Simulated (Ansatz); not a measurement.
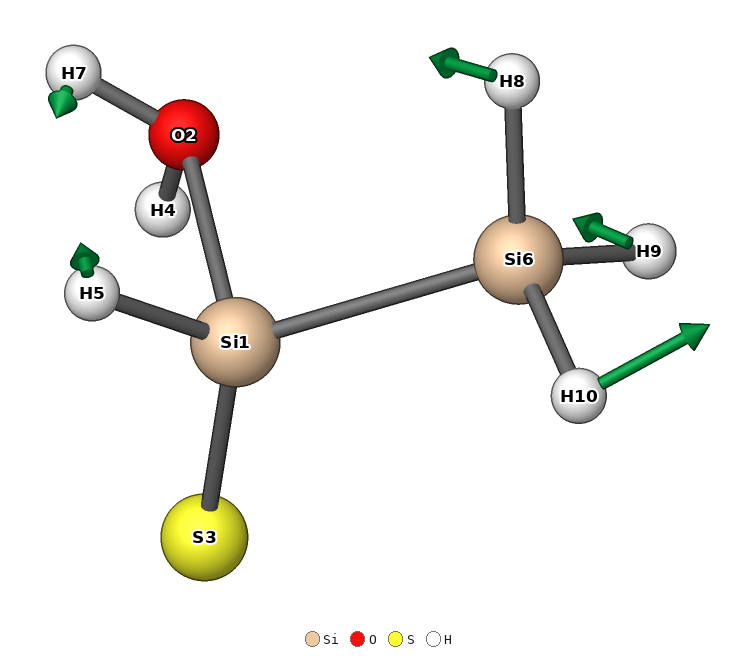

The arrows show one normal mode. Harmonic vibrations computed with RKS PBE0-D4/def2-TZVP (Ansatz 0.2.0) at a stationary point of the same level.

Describe the motion.

Answer. Mostly H–Si–Si bending.

At what wavenumber does it lie?

Answer. 482 cm⁻¹; it is mode 8 of 24 counted from the lowest.
